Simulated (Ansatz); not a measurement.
# Optical response of PbO (Litharge), part 2 of 2

Wanted: where PbO (Litharge) starts to absorb, how strongly, and its refractive index. The cell comes from an older database entry, whose edges can differ from later determinations, mostly by under a per cent.

Ansatz 0.2.0; DFT, PBE, plane-wave PAW, default files, scalar-relativistic, independent-particle optical response without local fields.

So far. Step 2 (Ground state and bands): There is a gap, 1.15 eV on the path, so no carriers' term is needed. The cell is left with a pressure of 3.0 GPa and forces up to 0.01 eV/Å, as it stands unrelaxed at this level.

The database entry behind the starting cell differs from later determinations by our own check (an axis about 0.4 % long against later determinations), so it need not match the best structure at ambient conditions.

## 3. Spectrum (continued)

The loss function −Im 1/ε at q → 0 has structure finer than the step of the table below, so its rows give means over 0.5 eV, whole bins alone (the curve runs from 0 to 14 eV). Peaks (eV: height): E ∥ x or y 8.15: 0.445, 9.25: 0.509, 12.00: 1.12; E ∥ z 9.20: 0.679, 12.50: 1.02, 13.30: 1.23.

The loss function −Im 1/ε at q → 0 by energy loss; means over each step:

| energy loss (eV) | E ∥ x or y | E ∥ z |
| --- | --- | --- |
| 1.5 | 0 | 0 |
| 2.0 | 0.00134 | 1.7e-5 |
| 2.5 | 0.00756 | 0.0103 |
| 3.0 | 0.0155 | 0.0197 |
| 3.5 | 0.0328 | 0.0440 |
| 4.0 | 0.0625 | 0.0489 |
| 4.5 | 0.0909 | 0.0691 |
| 5.0 | 0.146 | 0.137 |
| 5.5 | 0.172 | 0.172 |
| 6.0 | 0.163 | 0.200 |
| 6.5 | 0.152 | 0.208 |
| 7.0 | 0.187 | 0.150 |
| 7.5 | 0.302 | 0.194 |
| 8.0 | 0.410 | 0.340 |
| 8.5 | 0.364 | 0.544 |
| 9.0 | 0.397 | 0.611 |
| 9.5 | 0.408 | 0.517 |
| 10.0 | 0.327 | 0.405 |
| 10.5 | 0.367 | 0.337 |
| 11.0 | 0.572 | 0.383 |
| 11.5 | 0.829 | 0.584 |
| 12.0 | 1.10 | 0.904 |
| 12.5 | 0.994 | 0.958 |
| 13.0 | 0.741 | 0.987 |
| 13.5 | 0.605 | 1.04 |

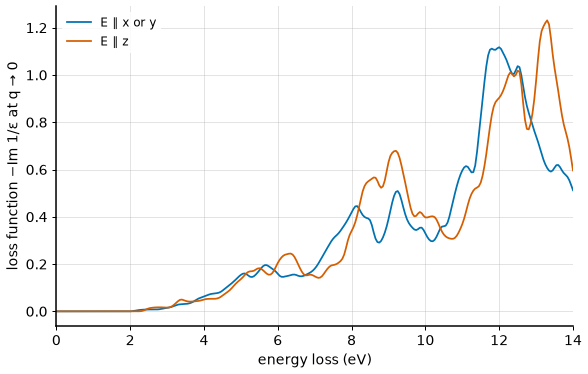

Loss function −Im 1/ε at q → 0 against energy loss.

Values under 1 per cm are given as 1. Absorption coefficient against photon energy:

| photon energy (eV) | E ∥ x or y (1/cm) | E ∥ z (1/cm) |
| --- | --- | --- |
| 0.00 | 1 | 1 |
| 1.00 | 1 | 1 |
| 2.00 | 553 | 1 |
| 3.00 | 1.2e5 | 95930 |
| 4.00 | 9.0e5 | 5.8e5 |
| 5.00 | 9.1e5 | 1.0e6 |
| 6.00 | 8.7e5 | 9.8e5 |
| 7.00 | 1.3e6 | 1.2e6 |
| 8.00 | 9.4e5 | 1.1e6 |
| 9.00 | 1.1e6 | 8.3e5 |
| 10.00 | 1.2e6 | 8.4e5 |
| 11.00 | 1.1e6 | 1.4e6 |
| 12.00 | 7.6e5 | 9.3e5 |
| 13.00 | 6.0e5 | 9.0e5 |
| 14.00 | 6.6e5 | 4.4e5 |

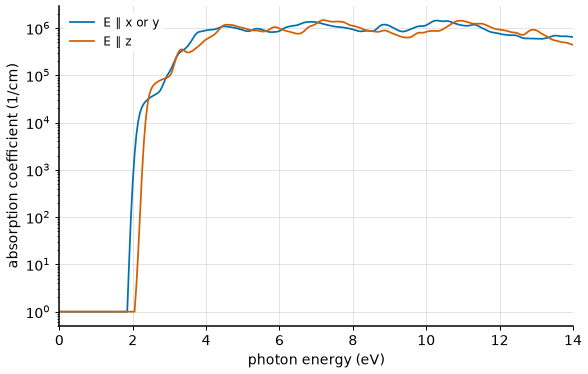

Absorption coefficient, plotted against photon energy.

Table of refractive index n and extinction k by photon energy:

| photon energy (eV) | n, E ∥ x or y | k, E ∥ x or y | n, E ∥ z | k, E ∥ z |
| --- | --- | --- | --- | --- |
| 0 | 2.72 | 0 | 2.60 | 0 |
| 2 | 3.05 | 0.00273 | 2.87 | 0 |
| 4 | 3.16 | 2.22 | 3.47 | 1.43 |
| 6 | 1.98 | 1.43 | 1.50 | 1.62 |
| 8 | 1.01 | 1.16 | 0.803 | 1.38 |
| 10 | 1.31 | 1.14 | 1.27 | 0.825 |
| 12 | 0.705 | 0.626 | 0.720 | 0.766 |
| 14 | 1.09 | 0.462 | 0.948 | 0.312 |

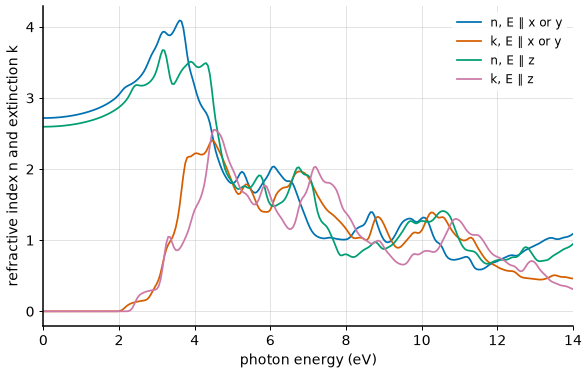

Refractive index n and extinction k, plotted against photon energy.

Optical constants at common wavelengths, from n + ik = √ε:

| wavelength (nm) | n xy | k xy | R (%) xy | 1/α xy | n z | k z | R (%) z | 1/α z |
| --- | --- | --- | --- | --- | --- | --- | --- | --- |
| 1550 | 2.76 | 0.000 | 21.9 | over 1 mm | 2.63 | 0.000 | 20.2 | over 1 mm |
| 1064 | 2.80 | 0.000 | 22.5 | over 1 mm | 2.67 | 0.000 | 20.7 | over 1 mm |
| 800 | 2.88 | 0.000 | 23.5 | over 1 mm | 2.74 | 0.000 | 21.6 | over 1 mm |
| 450 | 3.48 | 0.176 | 30.7 | 204 nm | 3.20 | 0.283 | 27.8 | 126 nm |
| 405 | 3.83 | 0.471 | 35.0 | 68 nm | 3.52 | 0.377 | 31.6 | 86 nm |
| 365 | 3.90 | 1.024 | 37.8 | 28 nm | 3.21 | 0.979 | 31.2 | 30 nm |
| 248 | 1.80 | 1.800 | 35.0 | 11 nm | 1.81 | 2.005 | 39.2 | 9.8 nm |

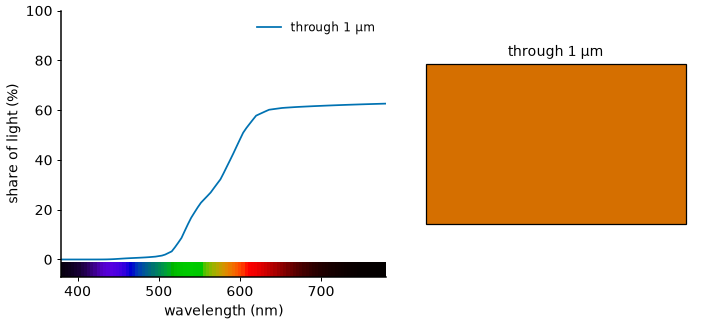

Light through 1 µm across the visible range, with the colour that it makes of daylight (sRGB).

A film 1 µm thick would pass 25 % of daylight and look orange in transmission (x = 0.557, y = 0.433). A larger true gap would move the edge to shorter wavelengths and change the colour.

At 1064 nm the birefringence n(z) − n(x) is -0.133: the crystal is uniaxial negative at this level.

The f-sum over the summed bands holds 24.8 of the cell's 40 electrons outside the frozen cores, 24 of which lie in bands more than 12 eV below the Fermi level, whose transitions come at higher energies. Up to 14 eV the strength has a mean oscillator energy of 5.6 eV, well above the main peak, so higher transitions carry much of it.

## 4. Results

* gap on the path: 1.15 eV
* least direct gap on the path: 2.11 eV
* electronic dielectric constant ε∞, mean over x, y and z (by symmetry where fewer were run) (independent particles): 7.17
* absorption onset, first axis (α over 10⁴ cm⁻¹, or the direct gap if that lies higher): 2.14 eV
* main peak of Im epsilon, first axis: 3.76 eV
* photocurrent from vertical transitions in a film 500 nm thick on a perfect mirror (two passes), AM1.5G, no front reflection, all carriers collected: 11.3 mA/cm²

What this shows: At this level (PBE, independent particles) PbO has a mean ε∞ = 7.17 and n = 2.76 at 1550 nm (E ∥ x); absorption sets in near 2.1 eV, and Im ε peaks at 3.8 eV (E ∥ x). The gap is indirect (1.15 eV), so absorption without phonons can begin only at the direct gap of 2.11 eV. The absorption coefficient passes 10⁴ cm⁻¹ at 2.14 eV, inside the visible range. Distinct maxima of Im ε, read by a parabola through the highest points, lie at 3.76 eV (16), 5.30 eV (6.8), 6.60 eV (6.7) and 8.75 eV (3.4) for E ∥ x or y. The static values by axis are 7.39 (xy), 6.74 (z). The f-sum over the summed bands holds 24.8 of the cell's 40 electrons outside the frozen cores, 24 of which lie in bands more than 12 eV below the Fermi level, whose transitions come at higher energies. Up to 14 eV the strength has a mean oscillator energy of 5.6 eV, well above the main peak, so higher transitions carry much of it. A film 1 µm thick would pass 25 % of daylight and look orange in transmission (x = 0.557, y = 0.433). A larger true gap would move the edge to shorter wavelengths and change the colour. At 1064 nm the birefringence n(z) − n(x) is -0.133: the crystal is uniaxial negative at this level. Excitons and phonon-assisted transitions are missing, and so are local fields; PBE gaps are as a rule too small, which pulls the onset down and ε∞ up, while the missing spin-orbit coupling works the other way with such heavy atoms. In the base run ε includes the program's bounded estimate of what the bands above those summed add. Spin-orbit coupling is left out although heavy atoms are present.

[Hosts, paths, dates, database ids (printed as entryN), source tags and the programs' standing remarks are cut or masked in the printed files.]
